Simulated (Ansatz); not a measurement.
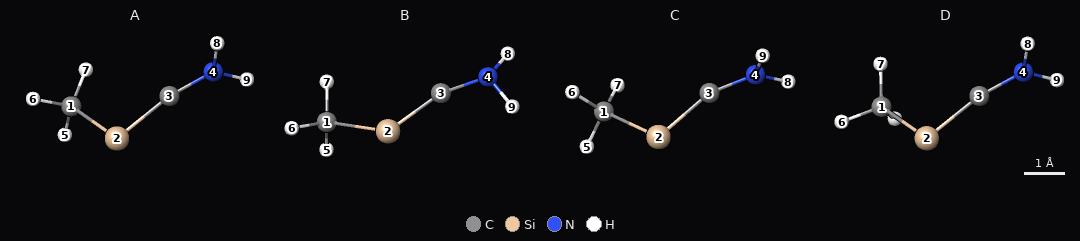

4 geometries from a converged minimum-energy path of C$_{2}$H$_{5}$NSi, shuffled. Style: ball-and-stick. Shown at a tilt.

The calculation used RKS PBE-D4/6-31G* (Ansatz 0.2.0). Settings: 5 movable images; climbing image; force threshold 0.03 eV/Å; iteration limit 60; starting path by image-dependent pair potential.

> Which of them lies highest in energy?

B. In order along the path, whose images run from 0 to 6: C (image 1, +1.3 kcal/mol), B (image 3, +26.4 kcal/mol), D (image 5, 0.0 kcal/mol), A (image 6, 0.0 kcal/mol). The motion is a rotation about the Si2–C3 bond, with a turn of about 180° about C3–N4. No bond forms or breaks between the ends. Bond angles that change up to the highest image, for instance: C1–Si2–C3 101.9° → 128.6°, C3–N4–H8 122.9° → 111.7°.
